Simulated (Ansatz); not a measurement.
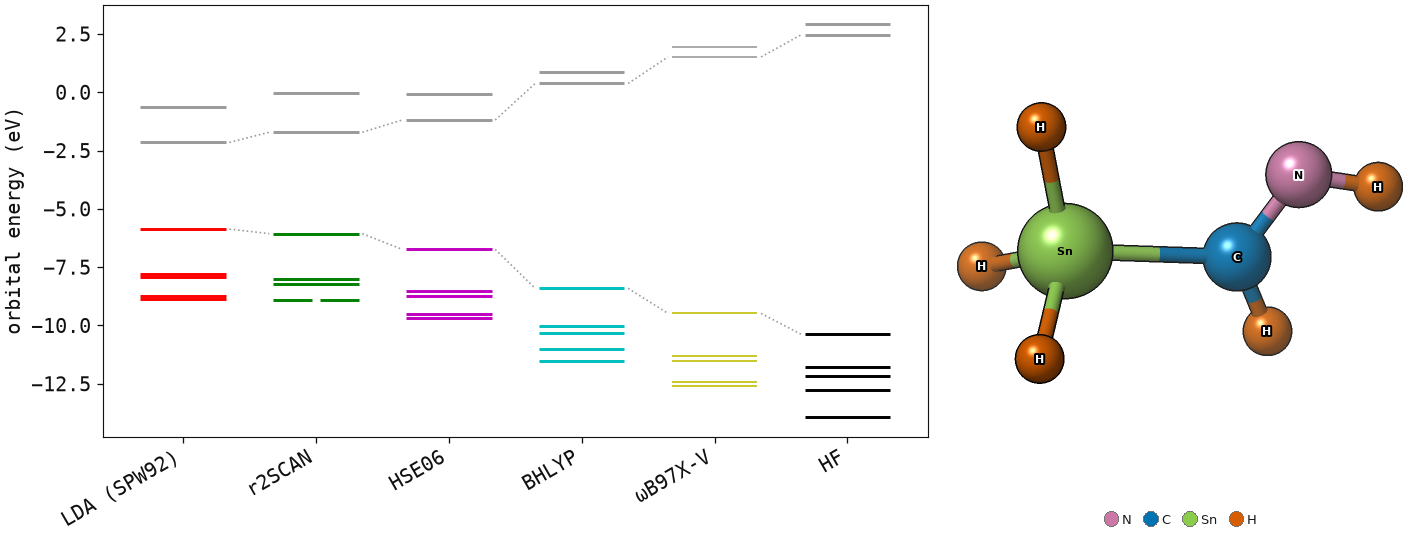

Frontier orbital energies of CH₅NSn, SMILES N(=[CH]\[SnH3])/[H], singlet at one geometry, def2-TZVPP, the Ansatz code 0.2.0, at a PBE0-D4/def2-TZVP geometry (a minimum by its frequencies). Empty levels are grey, levels within 0.1 eV stand side by side; all columns show the same few orbitals around the gap. Dotted lines join the HOMOs and the LUMOs.

Question: How do the frontier levels move from column to column?

Answer: The separation grows from 3.72 eV (LDA (SPW92)) to 12.83 eV (HF).

| level | HOMO (eV) | LUMO (eV) | separation (eV) |
| --- | --- | --- | --- |
| LDA (SPW92) | −5.87 | −2.15 | 3.72 |
| r2SCAN | −6.06 | −1.71 | 4.35 |
| HSE06 | −6.74 | −1.19 | 5.55 |
| BHLYP | −8.41 | 0.38 | 8.79 |
| ωB97X-V | −9.49 | 1.51 | 11.00 |
| HF | −10.37 | 2.46 | 12.83 |

Limits of at least one run: core potentials past krypton; empty levels above zero depend strongly on the basis; spin-orbit coupling is left out, and with Sn it can shift these levels and split any degenerate set.
